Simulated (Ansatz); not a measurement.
## Electronic structure of C3H9ClGe (SMILES C[C](C)(Cl)[GeH3]) in real space

Input

```
crystal:
  periodic: [false, false, false]
  atoms:
    - { symbol: C, position_ang: [-1.4115, 0.256, 0.3669] }
    - { symbol: C, position_ang: [-0.0497, 0.3864, -0.2236] }
    - { symbol: C, position_ang: [-0.07408, 1.41511, -1.3196] }
    - { symbol: Cl, position_ang: [0.57928, -1.14015, -0.93736] }
    - { symbol: Ge, position_ang: [1.19442, 0.93155, 1.19766] }
    - { symbol: H, position_ang: [-1.776, 1.3029, 0.7566] }
    - { symbol: H, position_ang: [-1.4727, -0.4452, 1.1797] }
    - { symbol: H, position_ang: [-2.1415, 0.0152, -0.4416] }
    - { symbol: H, position_ang: [-0.76717, 1.15777, -2.18534] }
    - { symbol: H, position_ang: [0.94979, 1.58356, -1.76659] }
    - { symbol: H, position_ang: [-0.4197, 2.4323, -0.9416] }
    - { symbol: H, position_ang: [0.70643, 2.30702, 1.76315] }
    - { symbol: H, position_ang: [2.57098, 1.05989, 0.60279] }
    - { symbol: H, position_ang: [1.16985, -0.14334, 2.29803] }
basis:
  gaussian: { orbitals: def2-SVP }
hamiltonian:
  xc: pbe
relax:
  f_tol: 0.015
  max_steps: 40
output:
  orbitals: {}
```

Launched as:

```sh
ansatz run input.yaml --threads 2 --pin off --max-ram 3072MiB --backend cpu --events-out ev --progress --plain --runs-dir out
```

The fields are those of the run's last geometry, not of the input's.

All numbers below come from RKS PBE/def2-SVP (Ansatz 0.2.0).

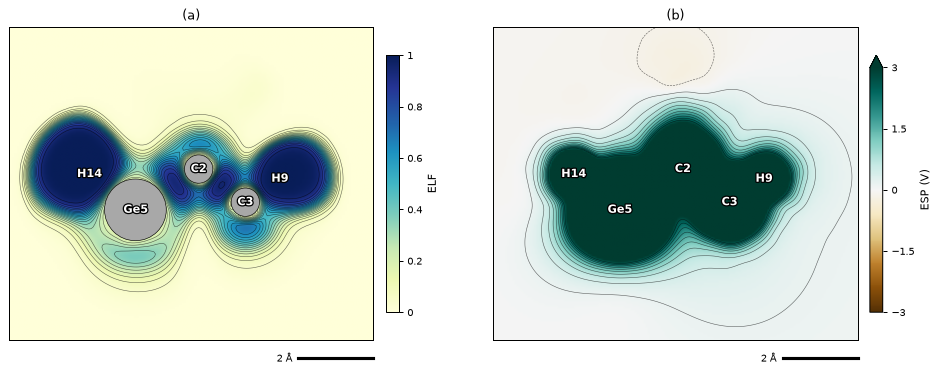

Figure 1. (a) ELF; (b) molecular electrostatic potential on the plane of atoms C2, Ge5 and H14. Grey discs cover the atomic cores in the ELF map.

What do the fields say about this system?

Answer. The plane passes through C, Ge and H nuclei. C–C (1.53 Å): the ELF peaks at about 0.95 between the atoms (localised, covalent bonding). C–Ge (2.00 Å): the ELF peaks at about 0.95 in the valence shell of C, 0.7 Å from its nucleus, and is about 0.75 at the midpoint. C–H (1.11 Å): the ELF climbs to about 1 towards the hydrogen, as it does in any bond to H; an ordinary covalent bond to hydrogen. Ge–H (1.55 Å): the ELF climbs to about 1 towards the hydrogen. The potential has no marked negative region in this plane.

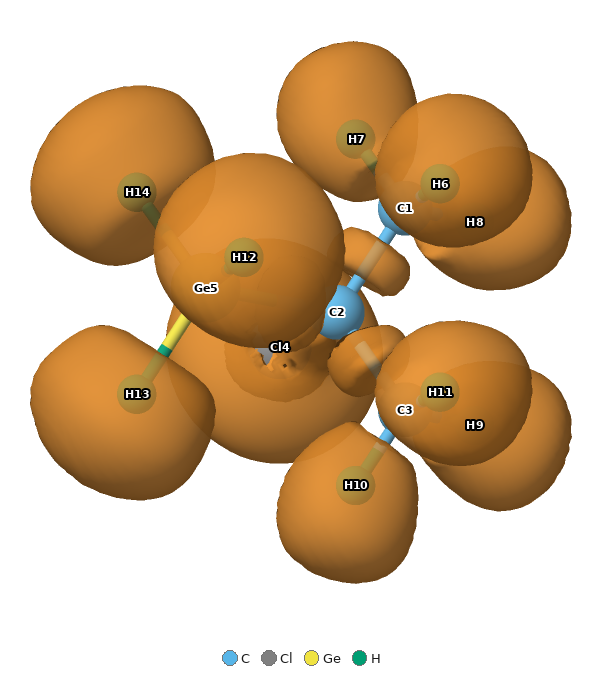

Figure 2. Isosurface of the ELF at 0.75 (orange), seen at a tilt. Only the valence region is drawn (cores and ρ < 0.01 e/Å³ removed).

What do the ELF domains correspond to?

Answer. The surface consists of two regions between bonded C–C atoms (shared pairs), nine regions around hydrogen nuclei, one lobe of the valence shell of C pointing towards Ge (polar bonds) and one region on Cl in which the atom's valence shell and bonds are merged. Along the contacts the grid gives the following. C–Cl (1.85 Å): the ELF peaks at about 0.85 between the atoms (a covalent bond).

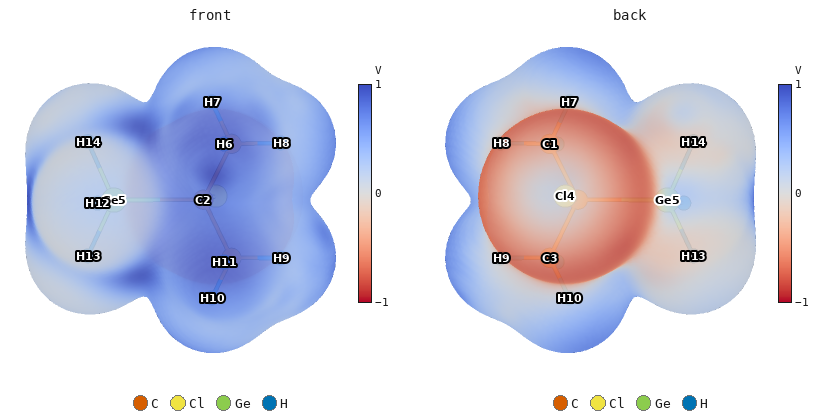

Figure 3. The electrostatic potential painted on the density surface at 0.002 e/bohr³, seen from the front and from behind; the colour scale runs from red (negative) to blue (positive).

Which sites attract a positive test charge, and which a negative one?

Answer. A positive charge is drawn to the negative regions and a negative charge to the positive ones. The most negative region (about −0.7 V, or −16 kcal/mol for a unit charge) lies over Cl4, the most positive (about +0.9 V, or +21 kcal/mol for a unit charge) over Ge5 and H6.
